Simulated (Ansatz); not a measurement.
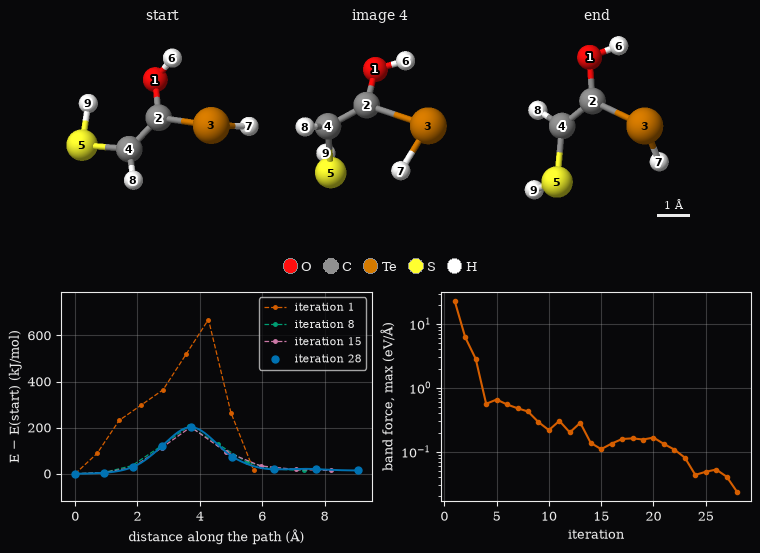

A nudged-elastic-band calculation for C₂H₄OSTe. Images are numbered from 0 (start) to 8 (end). The plot follows the band through its iterations. A ball-and-stick model, seen at a tilt.

All numbers below come from RKS BLYP-D4/def2-SVP in Ansatz. Settings: 7 movable images; climbing image; force threshold 0.03 eV/Å; iteration limit 60; starting path through a guess of the saddle point.

Question: Did the band converge, and can the barrier be trusted?

Answer: The run is converged, with reservations. The band converged in 28 iterations. The largest component of the band force went from 23 to 0.024 eV/Å. The climbing image converged on the top of the path. Its vibrational analysis gives one imaginary mode (517i cm⁻¹), as a transition state must have. The first iteration put the highest image at 669.0 kJ/mol. The highest point, image 4, lies 201.9 kJ/mol above the start and 187.6 kJ/mol above the end; the end is at +14.3 kJ/mol relative to the start.

Cost: 5.4 min on 2 threads of Intel(R) Xeon(R) CPU @ 2.60GHz (Ice Lake), on a shared host, peak memory 0.23 GiB.
